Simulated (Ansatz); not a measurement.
Take MgO in the rock salt structure (space group Fm-3m, No. 225; a = 4.204 Å) as the base.

Now apply this change: an isotropic linear strain of −1.50 %, atoms relaxed at fixed cell.

Calculations: r2SCAN in Ansatz (plane waves to 500 eV, PAW, without spin-orbit coupling).

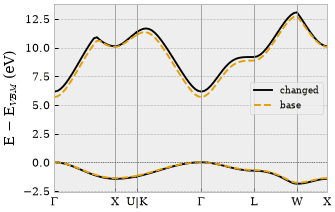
Fig. 1. Highest valence and lowest conduction band along the path, each from its own valence-band maximum

Read the changed gap and its character from the plot.

About 6.2 eV, direct at Γ.

Stability against distortions was not tested.

Ansatz is a quantum-chemistry and plane-wave program.
